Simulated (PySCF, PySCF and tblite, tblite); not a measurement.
# C3H8B2FN: a path driven as rotation about a bond, and NMR exchange, part 2 of 2

PySCF and tblite. Atoms count from 0.

## 9. Shieldings, end: BP86/pcSseg-1 in chloroform

Job settings and geometry (Å):

```
{"job": {"kind": "nmr", "xc": "BP86", "basis": "pcSseg-1", "solvent": "chloroform", "pop": false}, "charge": 0, "multiplicity": 1}
C     -2.062112    -1.025833     0.633338
C     -1.057149    -0.237897     0.246081
C     -1.365648     1.091030    -0.393839
B      0.428095    -0.677680     0.448348
N      1.490825     0.160258     0.036180
B      2.876273    -0.055319     0.129467
F      3.679549     0.896508    -0.338340
H     -1.880712    -1.981982     1.094054
H     -3.099514    -0.750983     0.507545
H     -2.438918     1.255547    -0.465730
H     -0.932730     1.902478     0.191055
H     -0.943867     1.135096    -1.397930
H      0.697101    -1.703432     0.941928
H      1.231650     1.042587    -0.388752
H      3.362972    -1.012820     0.589578
```

Output:

```text
coarse grid: 12544 points
cycle   1  E = -323.3408903600  dE =  5.127e-01  |g| = 7.088e-01  |ddm| = 3.358e+00
cycle   2  E = -323.1892247832  dE =  1.517e-01  |g| = 1.147e+00  |ddm| = 1.408e+00
cycle   3  E = -323.4478174477  dE = -2.586e-01  |g| = 1.401e-01  |ddm| = 9.109e-01
cycle   4  E = -323.4516823461  dE = -3.865e-03  |g| = 4.690e-02  |ddm| = 1.304e-01
cycle   5  E = -323.4521342406  dE = -4.519e-04  |g| = 2.144e-02  |ddm| = 4.823e-02
cycle   6  E = -323.4522511921  dE = -1.170e-04  |g| = 7.983e-03  |ddm| = 2.225e-02
cycle   7  E = -323.4522670787  dE = -1.589e-05  |g| = 1.487e-03  |ddm| = 7.215e-03
cycle   8  E = -323.4522674378  dE = -3.590e-07  |g| = 5.665e-04  |ddm| = 1.230e-03
final grid: 121616 points
cycle   9  E = -323.5064307915  dE = -8.113e-05  |g| = 9.704e-03  |ddm| = 3.830e-02
cycle  10  E = -323.5064028698  dE =  2.792e-05  |g| = 1.597e-02  |ddm| = 1.747e-02
cycle  11  E = -323.5064473855  dE = -4.452e-05  |g| = 1.622e-03  |ddm| = 1.076e-02
cycle  12  E = -323.5064479873  dE = -6.017e-07  |g| = 4.430e-04  |ddm| = 1.337e-03
cycle  13  E = -323.5064479449  dE =  4.234e-08  |g| = 2.059e-04  |ddm| = 4.423e-04
cycle  14  E = -323.5064479557  dE = -1.079e-08  |g| = 7.851e-05  |ddm| = 2.126e-04
cycle  15  E = -323.5064479572  dE = -1.435e-09  |g| = 1.297e-05  |ddm| = 6.477e-05
cycle  16  E = -323.5064479572  dE = -2.535e-11  |g| = 7.586e-06  |ddm| = 1.201e-05
converged SCF energy = -323.5064479572

GIAO shielding tensors (ppm)
atom      isotropic    diamagn.    paramagn.     s11        s22        s33       span
  0 C       34.416     253.220    -218.803    -73.004     40.094    136.159    209.163
  1 C       26.323     259.695    -233.371    -85.121    -10.419    174.509    259.630
  2 C      158.242     249.566     -91.324    145.926    147.427    181.373     35.447
  3 B       53.010     195.382    -142.373     24.012     28.136    106.882     82.870
  4 N       95.011     323.995    -228.984    -19.860     95.524    209.369    229.229
  5 B       63.979     192.611    -128.632     38.617     69.890     83.431     44.815
  6 F      234.751     466.659    -231.908     60.687    217.340    426.227    365.541
  7 H       25.434      31.343      -5.908     22.338     24.976     28.990      6.652
  8 H       25.060      30.667      -5.607     21.657     25.026     28.497      6.840
  9 H       29.722      30.417      -0.694     26.292     28.805     34.070      7.778
 10 H       29.577      31.012      -1.435     25.778     28.897     34.056      8.279
 11 H       29.577      31.335      -1.759     25.777     28.897     34.057      8.280
 12 H       26.409      32.954      -6.545     24.914     25.915     28.398      3.484
 13 H       25.192      34.264      -9.072     21.290     24.791     29.494      8.204
 14 H       26.959      29.239      -2.280     24.677     27.009     29.190      4.513
```

Wall time 18 s (1 thread of AMD EPYC 7R43, shared host); peak memory 0.68 GiB.

In short: HOMO -6.63 eV, LUMO -2.31 eV; dipole 2.06 D.

## 10. Barriers, rates and exchange

Job settings and geometry (Å):

```
{"job": {"smiles": "C=C(C)BNBF", "charge": 0, "mult": 1, "motion": "rotation", "what": "aminoborane", "atoms": [3, 4], "drives": [{"terms": [["t", [1, 3, 4, 5], 0.25], ["t", [1, 3, 4, 13], 0.25], ["t", [12, 3, 4, 5], 0.25], ["t", [12, 3, 4, 13], 0.25]], "by": 180, "n": 12}], "flip": [3, 4], "study": "path", "level": {"kind": "nmr", "xc": "BP86", "basis": "pcSseg-1", "solvent": "chloroform"}, "fields": [90, 360, 900], "first": 1, "seed": 67, "kind": "path"}, "charge": 0, "multiplicity": 1}
C     -2.118273    -0.947068     0.311355
C     -0.955784    -0.288870     0.263297
C     -0.972409     1.204324     0.437203
B      0.352793    -1.112144     0.038216
N      1.664858    -0.598081    -0.141604
B      2.255293     0.673230    -0.258084
F      3.577548     0.692967    -0.427684
H     -2.171521    -2.015963     0.191908
H     -3.062131    -0.444526     0.465280
H     -1.970193     1.557482     0.692331
H     -0.281591     1.501354     1.223138
H     -0.657859     1.690087    -0.484401
H      0.256071    -2.283938     0.020949
H      2.363195    -1.327341    -0.227382
H      1.715590     1.706478    -0.232867
```

Output:

```text
stationary points (kcal/mol above the start)
  n  kind          group   xTB      DFT    lowest mode
  0  minimum      C1       0.00     0.00      12.3
  1  saddle       C1       9.35    14.72    -365.2
  2  minimum      Cs      -3.06    -2.98      54.7

GFN2-xTB energies: T/K, barrier G, reaction G (kcal/mol), k forward, k back (1/s)
 150.00     7.86    -3.11       10.9   0.000643
 200.00     7.93    -3.08      9e+03       7.76
 250.00     8.00    -3.05   5.24e+05   2.25e+03
 298.15     8.08    -3.03   7.41e+06    8.9e+04
 350.00     8.17    -3.01   5.78e+07   1.53e+06
 400.00     8.26    -2.99   2.56e+08   1.19e+07
 500.00     8.45    -2.96    2.1e+09   2.14e+08

BP86/pcSseg-1 + D3(BJ), IEF-PCM chloroform energies: T/K, barrier G, reaction G (kcal/mol), k forward, k back (1/s)
 150.00    13.24    -3.03   1.59e-07   1.22e-11
 200.00    13.31    -3.00     0.0119   1.25e-05
 250.00    13.38    -2.97       10.4     0.0522
 298.15    13.46    -2.95        845       11.6
 350.00    13.55    -2.93   2.53e+04        749
 400.00    13.64    -2.91   2.95e+05   1.51e+04
 500.00    13.83    -2.88   9.37e+06   1.03e+06
```

Run time: 86 s. Hardware: 1 thread of AMD EPYC 7R43, shared host; peak memory 0.68 GiB. This counts the whole study up to here.

Barriers by level (kcal/mol; entropies in cal/(mol K)). Zero-point and thermal terms come from xTB in every row. ΔG‡ leaves symmetry out; the rate counts one path; effective ΔG‡, where given, is the barrier that would give that rate by Eyring's equation alone:

```csv
level,ΔE‡,with zero-point,ΔH‡,ΔS‡,ΔG‡ (298 K),ΔE of reaction,k at 298 K (1/s),effective ΔG‡
GFN2-xTB,9.34,7.73,7.61,-1.6,8.08,-3.06,7.4e+06,8.08
"BP86/pcSseg-1 + D3(BJ), IEF-PCM chloroform",14.72,13.11,12.99,-1.6,13.46,-2.98,8.4e+02,13.46
```

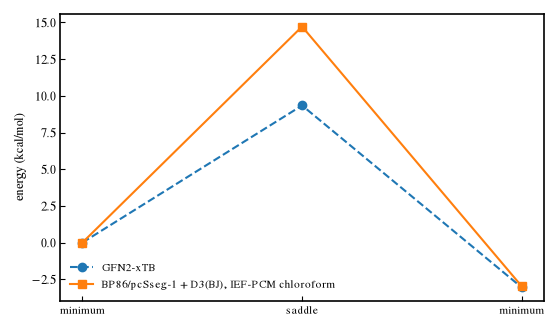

The xTB stationary points, at both levels.

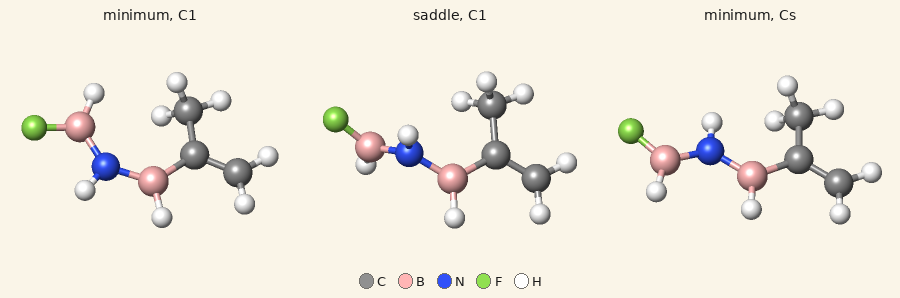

The stationary points in order.

Sites that the driver pairs across this motion, and where their lines would merge (no couplings; faster rotations or exchange between molecules can average them sooner):

```csv
nucleus,sites: shielding (ppm),proton frequency (MHz),spread (Hz),coalescence (K),lines at 298 K
19F,F6: 230.9; F6 (end): 234.8,900,3303,not given,–
13C,C2: 152.5; C2 (end): 158.2,900,1294,not given,–
13C,C0: 31.0; C0 (end): 34.4,900,772,not given,–
11B,B5: 66.4; B5 (end): 64.0,900,705,not given,–
13C,C1: 24.1; C1 (end): 26.3,900,496,not given,–
1H,H14: 26.63; H14 (end): 26.96,900,298,not given,–
11B,B3: 52.0; B3 (end): 53.0,900,284,not given,–
15N,N4: 97.7; N4 (end): 95.0,900,246,not given,–
```

A dash: the driver gave no coalescence for this row (it judged the minor form too scarce).

Rows that set an atom against itself at the end compare its shielding in the two forms.

## 11. Shieldings, start: LC-wPBE/pcSseg-1 in chloroform

Job settings and geometry (Å):

```
{"job": {"kind": "nmr", "xc": "LC-wPBE", "basis": "pcSseg-1", "solvent": "chloroform", "pop": false}, "charge": 0, "multiplicity": 1}
C     -2.118273    -0.947068     0.311355
C     -0.955784    -0.288870     0.263297
C     -0.972409     1.204324     0.437203
B      0.352793    -1.112144     0.038216
N      1.664858    -0.598081    -0.141604
B      2.255293     0.673230    -0.258084
F      3.577548     0.692967    -0.427684
H     -2.171521    -2.015963     0.191908
H     -3.062131    -0.444526     0.465280
H     -1.970193     1.557482     0.692331
H     -0.281591     1.501354     1.223138
H     -0.657859     1.690087    -0.484401
H      0.256071    -2.283938     0.020949
H      2.363195    -1.327341    -0.227382
H      1.715590     1.706478    -0.232867
```

Output:

```text
coarse grid: 12544 points
cycle   1  E = -323.1783808444  dE =  1.031e+00  |g| = 5.681e-01  |ddm| = 3.188e+00
cycle   2  E = -323.2081180281  dE = -2.974e-02  |g| = 5.467e-01  |ddm| = 6.254e-01
cycle   3  E = -323.2487321900  dE = -4.061e-02  |g| = 5.443e-02  |ddm| = 2.755e-01
cycle   4  E = -323.2494590270  dE = -7.268e-04  |g| = 2.693e-02  |ddm| = 7.105e-02
cycle   5  E = -323.2496088683  dE = -1.498e-04  |g| = 7.427e-03  |ddm| = 2.315e-02
cycle   6  E = -323.2496202478  dE = -1.138e-05  |g| = 1.419e-03  |ddm| = 6.324e-03
cycle   7  E = -323.2496209856  dE = -7.378e-07  |g| = 4.422e-04  |ddm| = 2.413e-03
final grid: 121616 points
cycle   8  E = -323.3013111304  dE = -6.755e-05  |g| = 7.549e-03  |ddm| = 2.738e-02
cycle   9  E = -323.3013133533  dE = -2.223e-06  |g| = 7.541e-03  |ddm| = 8.039e-03
cycle  10  E = -323.3013219553  dE = -8.602e-06  |g| = 6.411e-04  |ddm| = 3.497e-03
cycle  11  E = -323.3013220487  dE = -9.341e-08  |g| = 2.657e-04  |ddm| = 6.428e-04
cycle  12  E = -323.3013220670  dE = -1.828e-08  |g| = 5.535e-05  |ddm| = 2.840e-04
cycle  13  E = -323.3013220678  dE = -8.530e-10  |g| = 2.085e-05  |ddm| = 6.898e-05
converged SCF energy = -323.3013220678

GIAO shielding tensors (ppm)
atom      isotropic    diamagn.    paramagn.     s11        s22        s33       span
  0 C       32.624     253.054    -220.430    -94.508     47.094    145.287    239.795
  1 C       31.618     260.987    -229.369    -95.192      4.202    185.845    281.037
  2 C      164.079     247.696     -83.617    150.530    161.077    180.629     30.100
  3 B       52.924     193.859    -140.935     17.882     30.815    110.074     92.191
  4 N      118.810     320.078    -201.268     -8.627    144.639    220.420    229.047
  5 B       68.635     193.908    -125.273     36.782     76.076     93.046     56.264
  6 F      259.793     464.827    -205.035     89.382    254.043    435.953    346.571
  7 H       25.376      31.121      -5.746     21.732     24.989     29.405      7.673
  8 H       24.936      30.910      -5.973     20.843     24.901     29.065      8.222
  9 H       29.713      30.942      -1.228     25.624     28.867     34.649      9.025
 10 H       29.723      31.227      -1.504     25.749     29.091     34.329      8.579
 11 H       29.605      31.324      -1.719     25.835     28.534     34.445      8.609
 12 H       26.456      32.039      -5.582     25.081     25.391     28.898      3.817
 13 H       25.385      29.079      -3.693     20.613     26.368     29.175      8.563
 14 H       26.779      31.170      -4.391     23.236     27.448     29.654      6.418
```

Wall time 27 s (1 thread of AMD EPYC 7R43, shared host); peak memory 0.75 GiB.

This run: HOMO -10.26 eV, LUMO 0.92 eV; dipole 1.05 D.

## 12. Single-point energy, saddle of leg 1: LC-wPBE/pcSseg-1 in chloroform

Job settings and geometry (Å):

```
{"job": {"kind": "sp", "xc": "LC-wPBE", "basis": "pcSseg-1", "solvent": "chloroform", "pop": false}, "charge": 0, "multiplicity": 1}
C     -2.087768    -0.981770     0.499514
C     -0.999766    -0.315618     0.098197
C     -1.090376     1.154636    -0.206465
B      0.372485    -1.037908    -0.045791
N      1.542984    -0.302834    -0.497027
B      2.518559     0.404131     0.179973
F      3.476259     1.005887    -0.540706
H     -2.052719    -2.034830     0.722467
H     -3.049055    -0.503567     0.619539
H     -2.071943     1.555490     0.037256
H     -0.331535     1.695074     0.356660
H     -0.894988     1.327764    -1.264173
H      0.473825    -2.182721     0.199907
H      1.638048    -0.297022    -1.504333
H      2.555989     0.513288     1.344983
```

Output:

```text
coarse grid: 12544 points
cycle   1  E = -323.1518943602  dE =  1.023e+00  |g| = 5.871e-01  |ddm| = 3.200e+00
cycle   2  E = -323.1834282399  dE = -3.153e-02  |g| = 5.543e-01  |ddm| = 6.746e-01
cycle   3  E = -323.2258627293  dE = -4.243e-02  |g| = 5.349e-02  |ddm| = 2.964e-01
cycle   4  E = -323.2265899374  dE = -7.272e-04  |g| = 2.805e-02  |ddm| = 7.241e-02
cycle   5  E = -323.2267528921  dE = -1.630e-04  |g| = 7.821e-03  |ddm| = 2.429e-02
cycle   6  E = -323.2267666864  dE = -1.379e-05  |g| = 1.498e-03  |ddm| = 7.888e-03
cycle   7  E = -323.2267676415  dE = -9.551e-07  |g| = 6.296e-04  |ddm| = 2.853e-03
final grid: 121616 points
cycle   8  E = -323.2779142981  dE = -5.981e-05  |g| = 7.452e-03  |ddm| = 2.499e-02
cycle   9  E = -323.2779161515  dE = -1.853e-06  |g| = 7.470e-03  |ddm| = 8.006e-03
cycle  10  E = -323.2779247054  dE = -8.554e-06  |g| = 6.150e-04  |ddm| = 3.622e-03
cycle  11  E = -323.2779247834  dE = -7.800e-08  |g| = 2.464e-04  |ddm| = 5.664e-04
cycle  12  E = -323.2779247998  dE = -1.632e-08  |g| = 5.590e-05  |ddm| = 2.582e-04
cycle  13  E = -323.2779248007  dE = -9.545e-10  |g| = 2.041e-05  |ddm| = 6.713e-05
converged SCF energy = -323.2779248007
```

Wall time 14 s (1 thread of AMD EPYC 7R43, shared host); peak memory 0.69 GiB.

Key values: HOMO -10.37 eV, LUMO 0.46 eV; dipole 2.92 D.

## 13. Shieldings, end: LC-wPBE/pcSseg-1 in chloroform

Job settings and geometry (Å):

```
{"job": {"kind": "nmr", "xc": "LC-wPBE", "basis": "pcSseg-1", "solvent": "chloroform", "pop": false}, "charge": 0, "multiplicity": 1}
C     -2.062112    -1.025833     0.633338
C     -1.057149    -0.237897     0.246081
C     -1.365648     1.091030    -0.393839
B      0.428095    -0.677680     0.448348
N      1.490825     0.160258     0.036180
B      2.876273    -0.055319     0.129467
F      3.679549     0.896508    -0.338340
H     -1.880712    -1.981982     1.094054
H     -3.099514    -0.750983     0.507545
H     -2.438918     1.255547    -0.465730
H     -0.932730     1.902478     0.191055
H     -0.943867     1.135096    -1.397930
H      0.697101    -1.703432     0.941928
H      1.231650     1.042587    -0.388752
H      3.362972    -1.012820     0.589578
```

Output:

```text
coarse grid: 12544 points
cycle   1  E = -323.1850223134  dE =  1.033e+00  |g| = 5.659e-01  |ddm| = 3.189e+00
cycle   2  E = -323.2148528894  dE = -2.983e-02  |g| = 5.408e-01  |ddm| = 6.193e-01
cycle   3  E = -323.2546587505  dE = -3.981e-02  |g| = 5.451e-02  |ddm| = 2.725e-01
cycle   4  E = -323.2553782617  dE = -7.195e-04  |g| = 2.639e-02  |ddm| = 6.917e-02
cycle   5  E = -323.2555211253  dE = -1.429e-04  |g| = 7.473e-03  |ddm| = 2.258e-02
cycle   6  E = -323.2555324103  dE = -1.129e-05  |g| = 1.373e-03  |ddm| = 6.202e-03
cycle   7  E = -323.2555331048  dE = -6.945e-07  |g| = 4.532e-04  |ddm| = 2.372e-03
final grid: 121616 points
cycle   8  E = -323.3070199044  dE = -6.167e-05  |g| = 7.643e-03  |ddm| = 2.558e-02
cycle   9  E = -323.3070220924  dE = -2.188e-06  |g| = 7.692e-03  |ddm| = 7.863e-03
cycle  10  E = -323.3070309602  dE = -8.868e-06  |g| = 6.153e-04  |ddm| = 3.553e-03
cycle  11  E = -323.3070310393  dE = -7.907e-08  |g| = 2.462e-04  |ddm| = 5.751e-04
cycle  12  E = -323.3070310100  dE =  2.927e-08  |g| = 5.893e-05  |ddm| = 2.467e-04
cycle  13  E = -323.3070310109  dE = -9.215e-10  |g| = 1.992e-05  |ddm| = 6.068e-05
converged SCF energy = -323.3070310109

GIAO shielding tensors (ppm)
atom      isotropic    diamagn.    paramagn.     s11        s22        s33       span
  0 C       36.054     252.963    -216.909    -89.964     49.395    148.732    238.695
  1 C       33.716     261.750    -228.033    -93.919      8.836    186.231    280.150
  2 C      168.515     248.003     -79.488    156.333    160.302    188.909     32.577
  3 B       53.564     194.015    -140.451     22.581     24.871    113.240     90.658
  4 N      115.402     324.705    -209.303      5.251    115.592    225.364    220.114
  5 B       66.428     191.936    -125.508     35.414     74.596     89.274     53.860
  6 F      264.133     466.736    -202.603     98.041    249.417    444.942    346.902
  7 H       25.363      31.198      -5.836     21.882     24.804     29.402      7.520
  8 H       24.984      30.698      -5.714     21.185     24.675     29.091      7.906
  9 H       29.721      30.608      -0.887     25.593     28.720     34.849      9.256
 10 H       29.777      30.771      -0.993     25.710     28.891     34.731      9.021
 11 H       29.777      31.027      -1.250     25.709     28.891     34.732      9.023
 12 H       26.312      32.718      -6.406     24.874     25.591     28.471      3.598
 13 H       25.492      34.164      -8.673     20.645     25.722     30.109      9.464
 14 H       27.057      29.070      -2.013     24.597     26.995     29.580      4.983
```

Run time: 25 s. Hardware: 1 thread of AMD EPYC 7R43, shared host; peak memory 0.76 GiB.

Key values: HOMO -10.30 eV, LUMO 0.96 eV; dipole 1.90 D.

## 14. Second level: LC-wPBE/pcSseg-1 + D3(BJ), IEF-PCM chloroform

Job settings and geometry (Å):

```
{"job": {"smiles": "C=C(C)BNBF", "charge": 0, "mult": 1, "motion": "rotation", "what": "aminoborane", "atoms": [3, 4], "drives": [{"terms": [["t", [1, 3, 4, 5], 0.25], ["t", [1, 3, 4, 13], 0.25], ["t", [12, 3, 4, 5], 0.25], ["t", [12, 3, 4, 13], 0.25]], "by": 180, "n": 12}], "flip": [3, 4], "study": "path", "level": {"kind": "nmr", "xc": "LC-wPBE", "basis": "pcSseg-1", "solvent": "chloroform", "wide": true}, "fields": [90, 360, 900], "first": 1, "seed": 67, "kind": "pathvar"}, "charge": 0, "multiplicity": 1}
C     -2.118273    -0.947068     0.311355
C     -0.955784    -0.288870     0.263297
C     -0.972409     1.204324     0.437203
B      0.352793    -1.112144     0.038216
N      1.664858    -0.598081    -0.141604
B      2.255293     0.673230    -0.258084
F      3.577548     0.692967    -0.427684
H     -2.171521    -2.015963     0.191908
H     -3.062131    -0.444526     0.465280
H     -1.970193     1.557482     0.692331
H     -0.281591     1.501354     1.223138
H     -0.657859     1.690087    -0.484401
H      0.256071    -2.283938     0.020949
H      2.363195    -1.327341    -0.227382
H      1.715590     1.706478    -0.232867
```

Output:

```text
stationary points (kcal/mol above the start)
  n  kind          group   xTB      DFT    lowest mode
  0  minimum      C1       0.00     0.00      12.3
  1  saddle       C1       9.35    14.76    -365.2
  2  minimum      Cs      -3.06    -3.34      54.7

GFN2-xTB energies: T/K, barrier G, reaction G (kcal/mol), k forward, k back (1/s)
 150.00     7.86    -3.11       10.9   0.000643
 200.00     7.93    -3.08      9e+03       7.76
 250.00     8.00    -3.05   5.24e+05   2.25e+03
 298.15     8.08    -3.03   7.41e+06    8.9e+04
 350.00     8.17    -3.01   5.78e+07   1.53e+06
 400.00     8.26    -2.99   2.56e+08   1.19e+07
 500.00     8.45    -2.96    2.1e+09   2.14e+08

BP86/pcSseg-1 + D3(BJ), IEF-PCM chloroform energies: T/K, barrier G, reaction G (kcal/mol), k forward, k back (1/s)
 150.00    13.24    -3.03   1.59e-07   1.22e-11
 200.00    13.31    -3.00     0.0119   1.25e-05
 250.00    13.38    -2.97       10.4     0.0522
 298.15    13.46    -2.95        845       11.6
 350.00    13.55    -2.93   2.53e+04        749
 400.00    13.64    -2.91   2.95e+05   1.51e+04
 500.00    13.83    -2.88   9.37e+06   1.03e+06

LC-wPBE/pcSseg-1 + D3(BJ), IEF-PCM chloroform energies: T/K, barrier G, reaction G (kcal/mol), k forward, k back (1/s)
 150.00    13.27    -3.39   1.43e-07    3.3e-12
 200.00    13.34    -3.36      0.011    4.7e-06
 250.00    13.42    -3.33       9.74     0.0238
 298.15    13.49    -3.31        800       6.01
 350.00    13.58    -3.29   2.42e+04        428
 400.00    13.67    -3.27   2.83e+05   9.27e+03
 500.00    13.87    -3.24   9.07e+06   6.99e+05
```

It took 2.6 min on 1 thread of AMD EPYC 7R43, shared host; peak memory 0.76 GiB. This counts the runs that the step sums up.

Barriers by level (kcal/mol; entropies in cal/(mol K)). Zero-point and thermal terms come from xTB in every row. ΔG‡ leaves symmetry out; the rate counts one path; effective ΔG‡, where given, is the barrier that would give that rate by Eyring's equation alone:

| level | ΔE‡ | with zero-point | ΔH‡ | ΔS‡ | ΔG‡ (298 K) | ΔE of reaction | k at 298 K (1/s) | effective ΔG‡ |
| --- | --- | --- | --- | --- | --- | --- | --- | --- |
| GFN2-xTB | 9.34 | 7.73 | 7.61 | -1.6 | 8.08 | -3.06 | 7.4e+06 | 8.08 |
| BP86/pcSseg-1 + D3(BJ), IEF-PCM chloroform | 14.72 | 13.11 | 12.99 | -1.6 | 13.46 | -2.98 | 8.4e+02 | 13.46 |
| LC-wPBE/pcSseg-1 + D3(BJ), IEF-PCM chloroform | 14.76 | 13.14 | 13.02 | -1.6 | 13.49 | -3.34 | 8e+02 | 13.49 |

## 15. Outcome

The summary covers parts 1 to 2.

```
                                            quantity                               value
barrier (BP86/pcSseg-1 + D3(BJ), IEF-PCM chloroform)  ΔE‡ 14.7, ΔG‡(298 K) 13.5 kcal/mol
                                  barrier (GFN2-xTB)                    ΔE‡ 9.3 kcal/mol
                                       rate at 298 K                         8.4e+02 s⁻¹
                                     end of the path        -3.0 kcal/mol from the start
```

In words: DFT puts the top 14.7 kcal/mol above the start (xTB: 9.3); the rate from the DFT barrier is 8.4e+02 s⁻¹ at 298 K. An error of 1.4 kcal/mol changes that rate tenfold.
